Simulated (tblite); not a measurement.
# Frequency calculation, with input and output: C4H7BrO3Si

The run: frequency calculation of C4H7BrO3Si. Method and program: GFN2-xTB harmonic vibrations, gas phase (tblite 0.8.0).

It belongs to a series of runs on one base structure; here: SiH2 inserted into a C-O bond.

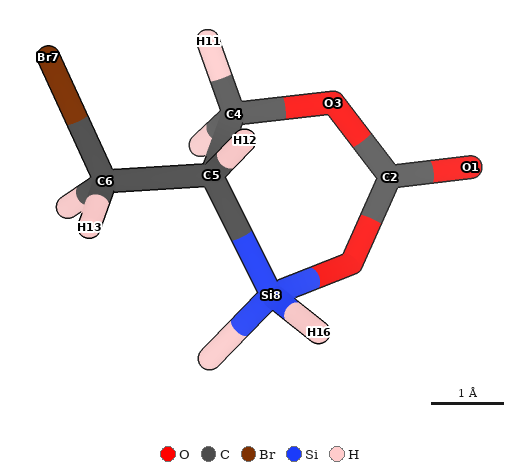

Fig. 1: The input geometry (stick view, seen at a tilt; atoms are numbered from 1 in the order of the input).

The input:
```
{"job": {"kind": "ir", "xc": "GFN2-xTB", "basis": "xTB"}, "charge": 0, "multiplicity": 1}
O     -3.519852     0.632047     0.479003
C     -2.366155     0.352814     0.443563
O     -1.421307     1.258234     0.671665
C     -0.052893     0.894238     0.800484
C      0.504781     0.192492    -0.442179
C      1.972024    -0.122846    -0.278268
Br     3.071578     1.497233    -0.121063
Si    -0.610144    -1.354105    -0.655081
O     -1.947052    -0.893398     0.170660
H      0.070007     0.250957     1.682260
H      0.456060     1.844715     0.986869
H      0.381425     0.873457    -1.291665
H      2.360733    -0.657008    -1.142675
H      2.166291    -0.698347     0.625373
H     -0.122820    -2.489603     0.112413
H     -0.950277    -1.571936    -2.052770
```

The first line tells a small driver script what to run in tblite; the rest is the geometry in Å.

Run as:
```bash
OMP_NUM_THREADS=1 python <driver script> task.json out
```

Output:
```
mode    cm-1     km/mol
  1      51.5      6.28
  2      80.5      5.53
  3      96.9      1.44
  4     129.4      1.17
  5     187.6      0.15
  6     240.8      0.81
  7     310.2      8.53
  8     337.5      1.50
  9     400.8      6.05
 10     494.9     29.67
 11     520.0     38.40
 12     581.7     39.15
 13     592.2     36.70
 14     669.4      1.51
 15     682.6    122.52
 16     699.5     22.40
 17     715.7     59.47
 18     755.0    238.55
 19     787.6    199.98
 20     841.7      7.22
 21     959.0     35.93
 22     996.3     34.20
 23    1040.3     36.08
 24    1098.7    439.07
 25    1101.9     21.88
 26    1132.4    275.49
 27    1154.1     49.52
 28    1194.4     87.65
 29    1233.4     67.26
 30    1270.0     29.51
 31    1292.1     43.09
 32    1339.7     11.80
 33    1440.3      1.47
 34    1466.2      2.32
 35    1824.6    825.27
 36    2347.9    308.15
 37    2355.7    120.14
 38    2900.3     25.39
 39    2933.5     18.09
 40    2960.4     18.62
 41    3000.2     10.28
 42    3011.8      6.25
```

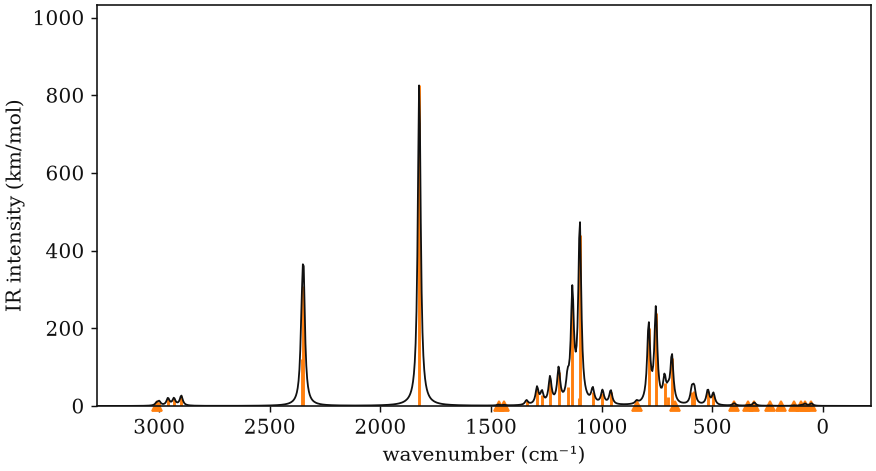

Fig. 2: Harmonic infrared spectrum, unscaled: sticks (degenerate modes added up, dark ones marked on the axis) with a Lorentzian envelope of 16 cm⁻¹ full width, scaled to the tallest stick. 42 modes from 52 to 3012 cm⁻¹, none imaginary. The strongest line is at 1825 cm⁻¹ (825 km/mol).

Key numbers:

- outcome: converged
- total energy: −822.5377 eV
- zero-point energy: 67.5170 kcal/mol
- hardware: 1 CPU thread, shared host
- wall time: 1.2 s
- peak memory: 0.18 GiB
